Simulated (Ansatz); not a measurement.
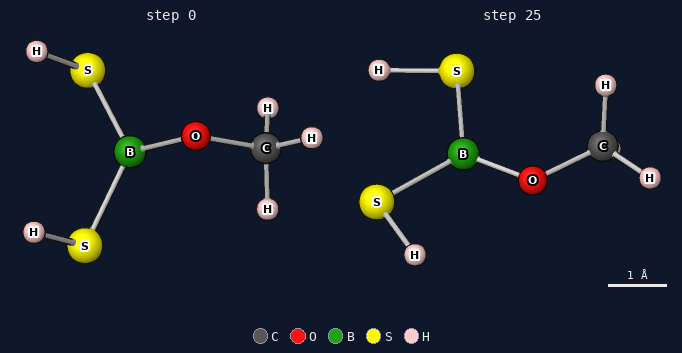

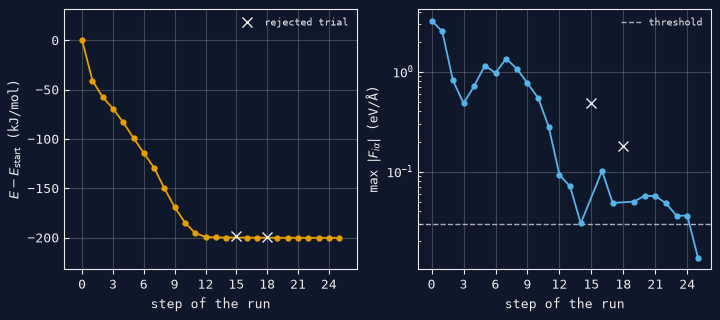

First and last geometry of a relaxation of CH$_{5}$BOS$_{2}$ (coarse preliminary run), with the history of the run. Style: ball-and-stick. Shown at a tilt.

The start comes from a force field.

The calculation used RKS PBE-D4/def2-SVP in Ansatz 0.2.0. Settings: force threshold 0.03 eV/Å; at most 200 steps.

### Did the run converge, and what did it change?

It converged. Over 23 accepted moves (25 points after the start) the energy falls by 200.2 kJ/mol. The largest force component goes from 3.2 to 0.014 eV/Å. The line search rejected the trial steps at points 15, 18 of the run. An S atom moves most after the best rigid fit: 1.35 Å. Largest moves by element: S 1.35 Å, H 1.33 Å, O 0.85 Å, B 0.22 Å, C 0.10 Å. Near-neighbour distances that change, for instance: B–O 1.494 → 1.363 Å, C–H 1.031 → 1.107 Å, H–S 1.431 → 1.361 Å, B–S 1.886 → 1.836 Å. Among the angles between lasting bonds that change: C–O–B 110.4° → 122.5°, B–S–H 91.3° → 95.9°, B–S–H 98.0° → 94.6°. Groups turn about B–S by about 90°, B–O by about 90°, B–S by about 90°.
